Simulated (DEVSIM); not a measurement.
System: double heterostructure, GaAs between p- and n-type Al0.1Ga0.9As, at 250 K.

```csv
layer (left to right),material,thickness (μm),Nd (cm⁻³),Na (cm⁻³),τn (s),τp (s)
1,Al0.1Ga0.9As,0.280,1.4e17,-,9.8e-10,9.8e-10
2,GaAs,0.100,-,2.3e15,9.8e-10,9.8e-10
3,Al0.1Ga0.9As,0.700,-,2.9e17,9.8e-10,9.8e-10
```

Left contact: ohmic. Right contact: ohmic. Voltage is applied to the left contact. Recombination: SRH at mid-gap, radiative. Mobility is μmin + (μ − μmin)/(1 + (N/Nref)^α).

Constants are typed, rounded textbook-type inputs, not results; the design itself was drawn at random and stands for no fabricated device. Values at 300 K; Nc and Nv go as T^1.5, mobilities as T to minus their exponent, the gap by Varshni's rule with the affinity fixed.

```
parameter         Al0.1Ga0.9As      GaAs
----------------  ------------  --------
gap (eV)                1.5487     1.424
affinity (eV)            3.991      4.07
permittivity             12.62      12.9
Nc (cm⁻³)              5.17e17    4.7e17
Nv (cm⁻³)                 9e18      9e18
μn (cm²/Vs)               6520      8500
μp (cm²/Vs)                317       400
μn,min                     500       500
μp,min                      20        20
Nref,n                    6e16      6e16
Nref,p                  1.5e17    1.5e17
αn                        0.39      0.39
αp                        0.38      0.38
T exponent of μn           2.1       2.1
T exponent of μp           2.2       2.2
B (cm³/s)                2e-10     2e-10
Varshni α (eV/K)      0.000541  0.000541
Varshni β (K)              204       204
```

Model (solved in DEVSIM): 1D drift-diffusion, Boltzmann statistics, complete ionisation; no tunnelling, impact ionisation, image-force lowering or self-heating. Band offsets follow the typed affinities; no thermionic-emission limit at abrupt steps, no polarisation charge.

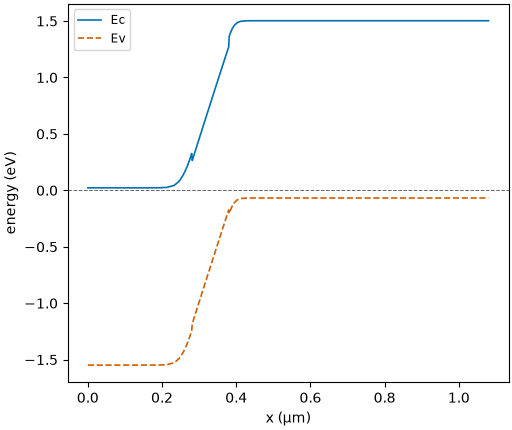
Figure. Band edges at zero bias

Energies count from the Fermi level of the right contact; mesh points crowd at the junctions.

```csv
x (μm),Ec (eV),Ev (eV),n (cm⁻³),p (cm⁻³),field (V/cm)
0.000,0.022,-1.549,1.4e17,< 1e2,≈ 0
0.006864,0.022,-1.549,1.4e17,< 1e2,≈ 0
0.02432,0.022,-1.549,1.4e17,< 1e2,≈ 0
0.06473,0.022,-1.549,1.4e17,< 1e2,≈ 0
0.1910,0.023,-1.548,1.4e17,< 1e2,440
0.2455,0.078,-1.493,1.0e16,< 1e2,38000
0.2690,0.222,-1.349,1.3e13,< 1e2,85000
0.2799,0.326,-1.245,1.1e11,< 1e2,110000
0.2867,0.317,-1.129,1.4e11,< 1e2,100000
0.3016,0.473,-0.973,1.1e8,< 1e2,100000
0.3339,0.806,-0.641,< 1e2,840000,100000
0.3683,1.156,-0.290,< 1e2,9.7e12,100000
0.3780,1.254,-0.192,< 1e2,9.4e14,100000
0.3834,1.386,-0.185,< 1e2,1.3e15,89000
0.4026,1.486,-0.085,< 1e2,1.3e17,21000
0.4418,1.503,-0.068,< 1e2,2.9e17,120
0.5367,1.503,-0.068,< 1e2,2.9e17,≈ 0
0.7704,1.503,-0.068,< 1e2,2.9e17,≈ 0
0.9909,1.503,-0.068,< 1e2,2.9e17,≈ 0
1.046,1.503,-0.068,< 1e2,2.9e17,≈ 0
1.069,1.503,-0.068,< 1e2,2.9e17,≈ 0
1.080,1.503,-0.068,< 1e2,2.9e17,≈ 0
```
